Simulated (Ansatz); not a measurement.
SiN$_{3}$H$_{9}$S: several calculations on one system

**1. Relaxation**

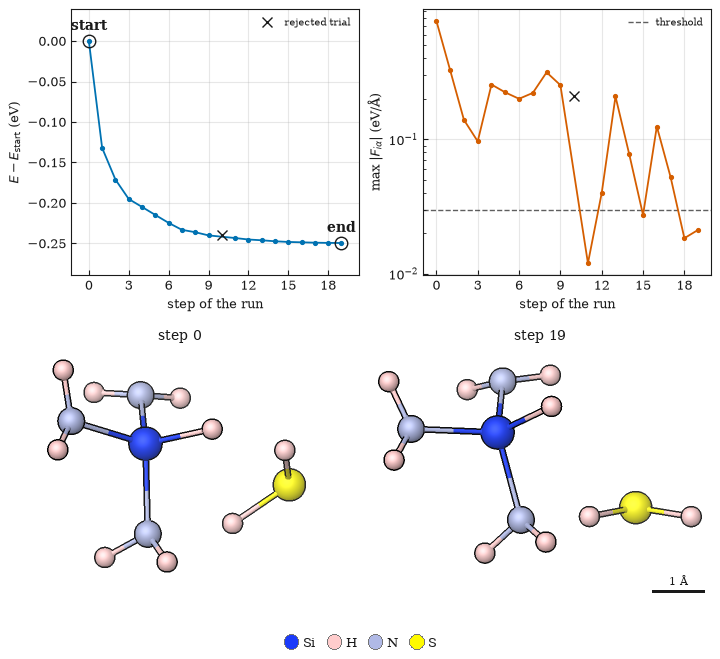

First and last geometry of a relaxation of SiN$_{3}$H$_{9}$S, with the history of the run. The picture is a ball-and-stick view, seen at a tilt.

The run prepares an end point of a later path (reaction) calculation, from a guessed geometry.

All numbers below come from RKS PBE/6-31G* (Ansatz). Set-up: no spin polarisation; force threshold 0.03 eV/Å; at most 50 steps.

### Read the history and describe the run.

It converged. The atom that moves furthest after the best rigid fit is an H atom (1.93 Å). Largest moves by element: H 1.93 Å, S 0.88 Å, N 0.46 Å, Si 0.38 Å. Among the contacts that change: H–Si 1.477 → 1.504 Å, H–S 1.384 → 1.360 Å, H–S 1.383 → 1.394 Å, N–Si 1.727 → 1.732 Å. Among the angles between lasting bonds that change: H–S–H 89.4° → 93.0°, H–Si–N 117.5° → 120.1°, H–N–H 111.8° → 109.7°. Over 18 accepted moves (19 points after the start) the energy falls by 0.249 eV. The largest force component goes from 0.76 to 0.021 eV/Å. The line search rejected the trial step at point 10 of the run. The forces were under the threshold at step 11, but the run went on from there. Cost: 54 s on 2 threads of Arm Neoverse V1 (shared host), peak memory 0.15 GiB.

**2. Relaxation**

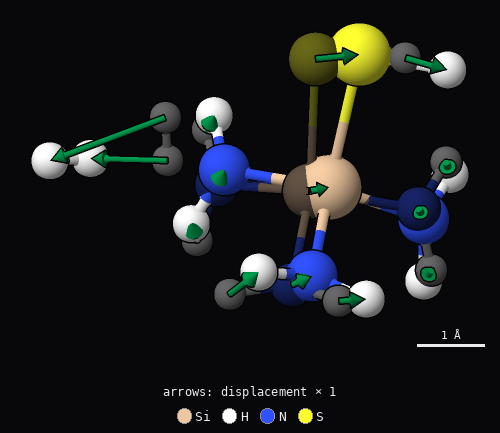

This is a relaxation of SiN₃H₉S. The starting structure is drawn faded, the final one solid; green arrows show the displacements, at their true length. The two geometries are superimposed by the best rigid fit.

A ball-and-stick model, seen at a tilt.

The run prepares an end point of a later path (reaction) calculation, from a guessed geometry.

Theory: Ansatz 0.2.0, RKS PBE/6-31G*. Set-up: no spin polarisation; force threshold 0.03 eV/Å; at most 50 steps.

Describe the change and its energy.

After 18 accepted moves (19 points after the start) the energy has fallen by 29.5 kJ/mol. The largest force component goes from 1.4 to 0.011 eV/Å. The line search rejected the trial step at point 7 of the run. The atom that moves furthest after the best rigid fit is an H atom (1.89 Å). Largest moves by element: H 1.89 Å, S 0.68 Å, N 0.44 Å, Si 0.29 Å. Near-neighbour distances that change, for instance: H–H 0.713 → 0.754 Å, S–Si 2.167 → 2.176 Å, N–Si 1.749 → 1.745 Å. Bond angles that change, for instance: Si–S–H 91.6° → 94.5°.

Limits of the set-up: the start holds two separate molecules, 2.2 Å apart at their closest, whose relative position is a soft coordinate and is computed without a dispersion correction.

**3. Path**

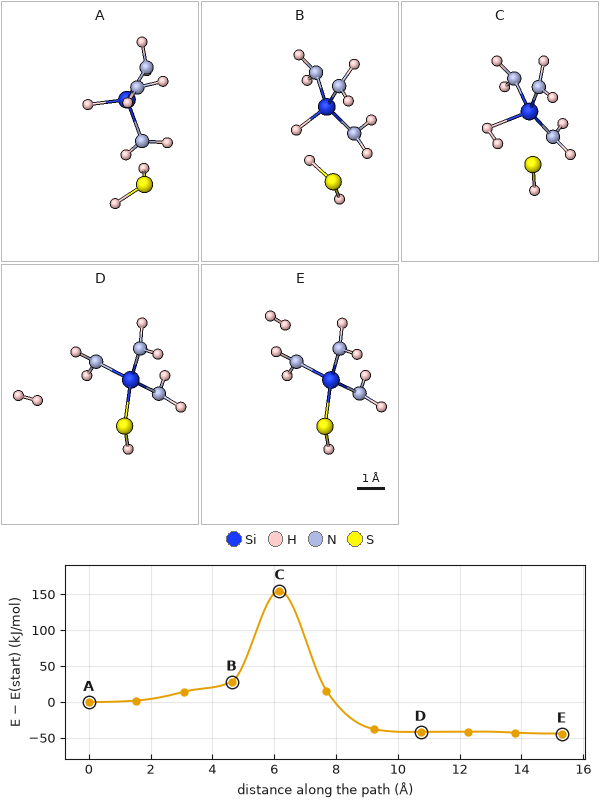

A search for the minimum-energy path of SiN3H9S by the nudged elastic band. Images are numbered from 0 (start) to 10 (end). Frames A to E are images 0, 3, 4, 7, 10. The picture is a ball-and-stick view, seen from a free direction.

Method: Ansatz 0.2.0, RKS PBE/6-31G*. Set-up: 9 movable images; climbing image; force threshold 0.05 eV/Å; iteration limit 60; starting path through a guess of the saddle point.

Describe the mechanism and the energy profile.

Answer. Breaking: H–S (1.36 → 5.00 Å), H–Si (1.50 → 3.78 Å). Forming: H–H (4.48 → 0.75 Å), S–Si (4.08 → 2.18 Å). The energy climbs by 155.3 kJ/mol to image 4 and then falls by 199.3 kJ/mol, so the end point sits at −43.9 kJ/mol. The band converged in 35 iterations. The largest component of the band force went from 24 to 0.023 eV/Å. The climbing image converged on the top of the path. Its vibrational analysis gives one imaginary mode (771i cm⁻¹), as a transition state must have.

Cost: 13 min on 2 threads of Arm Neoverse V1, on a shared host, peak memory 0.16 GiB.
